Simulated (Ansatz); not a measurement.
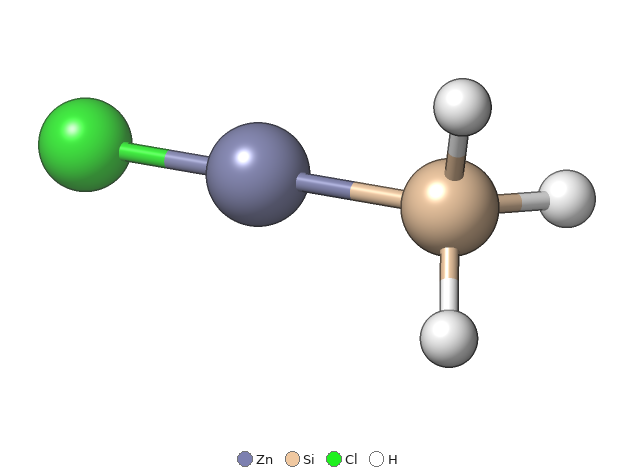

What is the molecular formula?

ClH₃SiZn, 6 atoms: 1 chlorine, 3 hydrogen, 1 silicon and 1 zinc.

Count the bonded pairs by element.

3 Si–H, 1 Si–Zn, 1 Cl–Zn. Sticks follow a distance rule.

More results for the same structure follow; atom numbers are the same in all pictures, views and colours differ. The computed structure is the end point of a PBE0-D4/def2-TZVP optimisation.

Shape

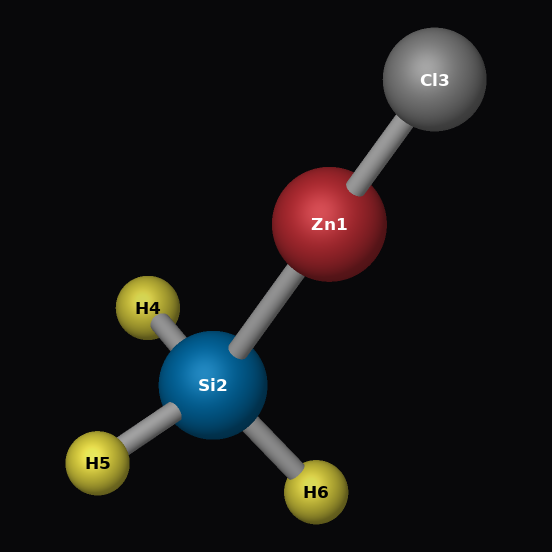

Numbered structure.

List the bonds and their lengths.

```tsv
bond	length (Å)
Zn1–Si2	2.350
Zn1–Cl3	2.117
Si2–H4	1.488
Si2–H5	1.488
Si2–H6	1.488
```

Thermal motion

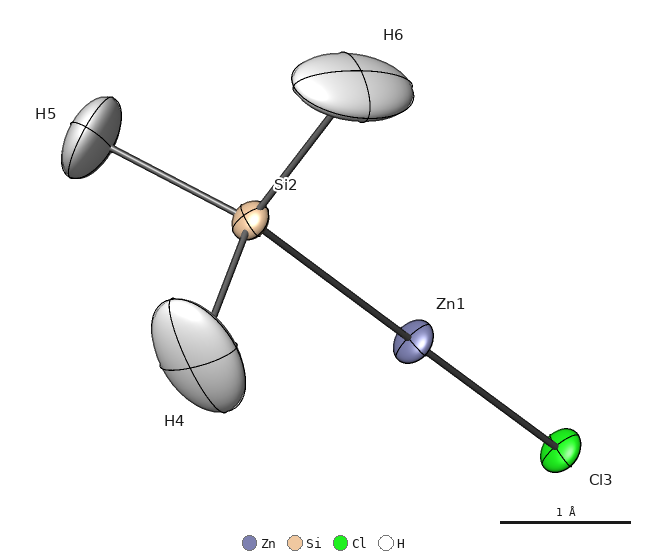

Displacement ellipsoids at the 50 % level, from the internal vibrations of the free molecule (harmonic, no overall translation or rotation; no half-axis is drawn under 0.075 Å). Vibrations computed with RKS PBE0-D4/def2-TZVP (Ansatz 0.2.0). Temperature: 600 K.

Which atom has the largest mean-square displacement?

H4, H5, H6, with U_eq = 0.0595 Å².

Does H6 move more along its bond or across it?

Across it: the root-mean-square amplitude is 0.133 Å along the bond and up to 0.338 Å across, since bending and torsion are softer than stretching.

List U_eq and the three principal root-mean-square amplitudes for each kind of atom.

```tsv
atom	U_eq (Å²)	rms amplitudes (Å)
Zn1	0.0095	0.025, 0.118, 0.118
Si2	0.0089	0.063, 0.106, 0.106
Cl3	0.0102	0.049, 0.119, 0.119
H4, H5, H6	0.0594	0.115, 0.225, 0.338
```

Dipole moment

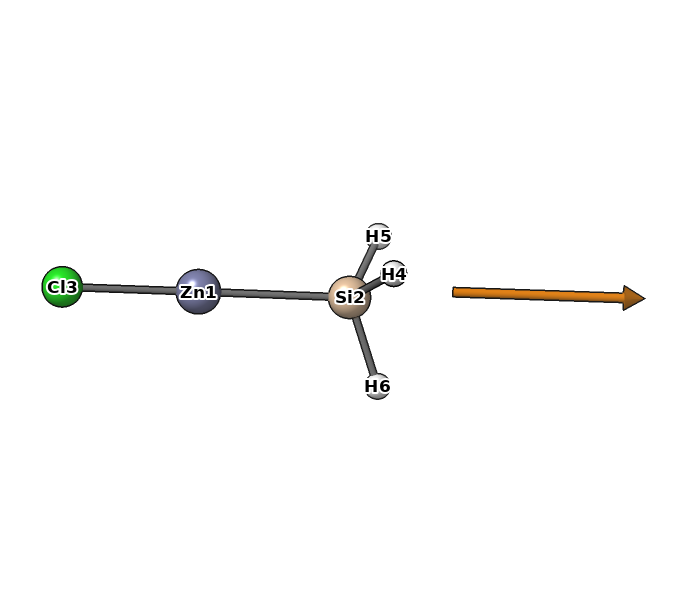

The arrow beside the molecule shows the direction of the dipole moment, from the negative to the positive end (its length means nothing). Properties computed with RKS PBE0-D4/def2-TZVP (Ansatz 0.2.0).

Estimate the dipole moment.

2.09 D; it points from the side of Cl3 to the side of H4, H5, H6 (the outermost atoms at the two ends).

Electronic properties

Level of theory: RKS PBE0-D4/def2-TZVPP (Ansatz 0.2.0).

Give the HOMO energy (Kohn–Sham orbital) at this level.

−8.28 eV.

Give the LUMO energy (Kohn–Sham orbital) at this level.

−1.09 eV.
